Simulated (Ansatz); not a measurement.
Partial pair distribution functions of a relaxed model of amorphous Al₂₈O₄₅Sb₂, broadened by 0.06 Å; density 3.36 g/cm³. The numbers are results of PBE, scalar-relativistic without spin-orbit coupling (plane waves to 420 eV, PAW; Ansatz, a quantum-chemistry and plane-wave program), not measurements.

It comes from a melt-quench run on a machine-learned potential (CHGNet), relaxed afterwards by DFT. O atoms were pushed apart under 1.9 Å during the dynamics, to hinder bonds among them. The hot cell started wider than the set density and was brought back towards it in steps. It is the lowest in DFT energy of 2 quenches. It is a model cell: composition and starting density were chosen by hand, and all elements were melted together. No dispersion term was used. Its density started from a set value of 3.36 and ended at 3.36 g/cm³. The quench (nominally 280 K/ps over its main leg) was far faster than any real one, so the model tends to hold more defects than a real film. Values belong to this one cell and scatter from quench to quench. The volume was held where the preparation left it and the shape relaxed, at a PBE pressure of -2.7 GPa (tension). Stress components on the final sampling reach 2.7 GPa.

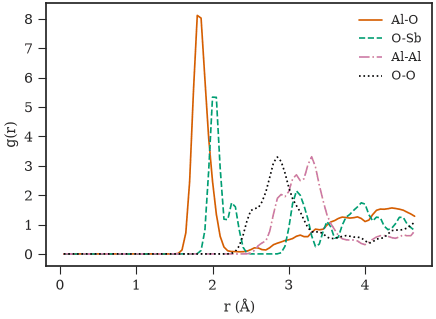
Partial pair distribution functions

Highest peaks under 4.5 Å: Al-O near 1.80 Å, O-Sb near 2.00 Å, Al-Al near 3.30 Å, O-O near 2.85 Å; pairs of few atoms are noisy.

Within 2.22 Å each Al has 4.54 O neighbours on average.
